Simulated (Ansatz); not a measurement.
The calculation's input:

```
crystal:
  periodic: [false, false, false]
  atoms:
    - {symbol: C, position_ang: [-1.031287, -1.178308, -0.819866]}
    - {symbol: N, position_ang: [-0.086532, -0.459755, -0.411583]}
    - {symbol: Al, position_ang: [1.172930, 0.500333, 0.134944]}
    - {symbol: H, position_ang: [-2.051999, -1.047346, -0.445584]}
    - {symbol: H, position_ang: [2.335404, 1.385004, 0.638377]}
    - {symbol: H, position_ang: [-0.870664, -1.963588, -1.565952]}
basis:
  gaussian: {orbitals: def2-TZVPP}
total_charge: 1
hamiltonian: {xc: pbe0, dispersion: d4}
output: {orbitals: {seedname: orbitals}}
```

Command:

```sh
ansatz run in.yaml --threads 2 --pin off --events-out ev --progress --plain --max-ram 4352MiB
```

Geometry: PBE0-D4/def2-TZVP.

These are results of Ansatz, RKS PBE0-D4/def2-TZVPP, not measurements.

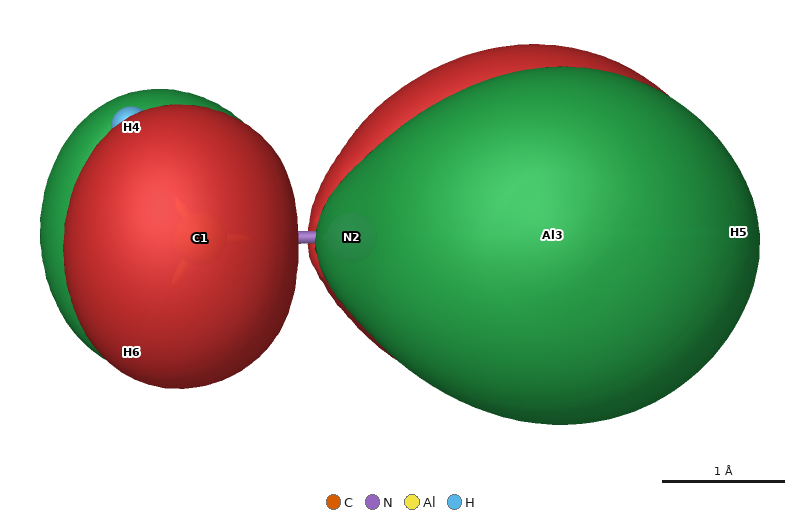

CH$_{3}$AlN (charge +1). One frontier orbital at ±0.08 Å⁻³ᐟ² (green and red are the two phases), seen across its widest extent.

### Which orbital is it: HOMO or LUMO?

The LUMO, at −7.65 eV. By Hirshfeld shares it lies mainly on Al3 (about 50 %), C1 (about 30 %) and N2 (about 15 %); it changes sign across the molecular plane (π type); π-antibonding (a node) across C1–N2.
